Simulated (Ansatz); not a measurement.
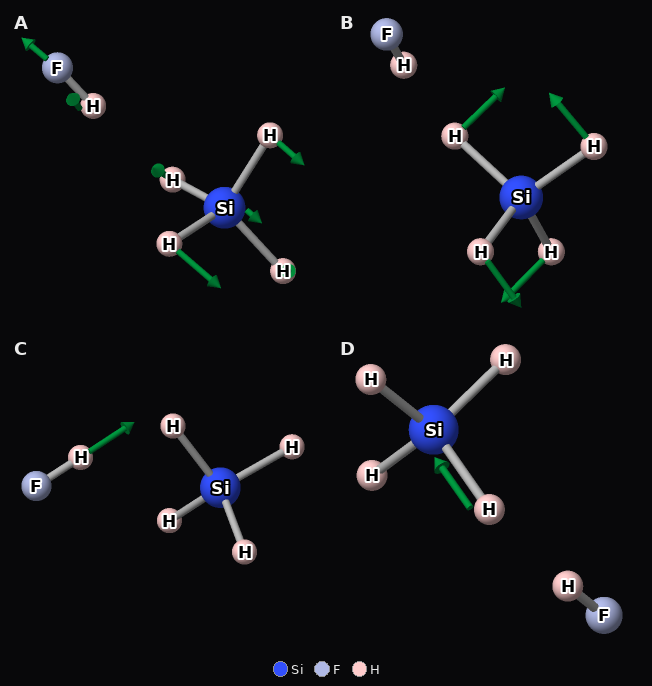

4 normal modes of one molecule or complex, as arrows. Harmonic vibrations computed with RKS PBE0-D4/def2-TZVP (Ansatz 0.2.0) at a stationary point of the same level.

### Match the panels to the wavenumbers 53 cm⁻¹, 961 cm⁻¹, 2183 cm⁻¹, 4019 cm⁻¹.

A: 53 cm⁻¹
B: 961 cm⁻¹, H–Si–H bending
C: 4019 cm⁻¹, F–H stretching
D: 2183 cm⁻¹, Si–H stretching
